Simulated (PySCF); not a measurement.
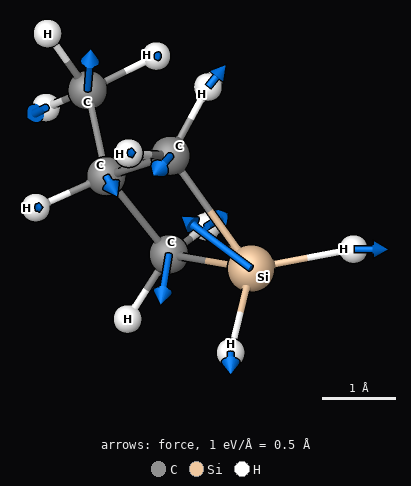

Starting geometry of C$_{4}$H$_{10}$Si with the computed forces as blue arrows. A ball-and-stick model, seen from a free direction.

The start comes from GFN2-xTB. Its atoms were then displaced at random by about 0.01 Å.

The calculation used PBE0-D3(BJ)/def2-SVP geometry optimisation, gas phase (PySCF). 

> Is this structure relaxed? If not, where do the atoms go?

It isn't relaxed: the largest force vector, on the Si atom, is 2.68 eV/Å. The final displacements have little in common with the starting forces (cosine between the two patterns 0.07). After 10 geometry steps the energy has fallen by 6.13 kcal/mol. An H atom moves most after the best rigid fit: 0.48 Å. By element the largest moves are H 0.48 Å, C 0.19 Å, Si 0.13 Å. Among the contacts that change: C–Si 1.949 → 1.894 Å, H–Si 1.444 → 1.497 Å, C–H 1.071 → 1.102 Å, C–C 1.493 → 1.518 Å. Among the angles between lasting bonds that change: Si–C–H 116.7° → 122.8°, H–Si–H 114.1° → 108.6°, C–C–Si 92.1° → 86.9°. The run took 55 s on 1 thread of Arm Neoverse V2 (shared host).
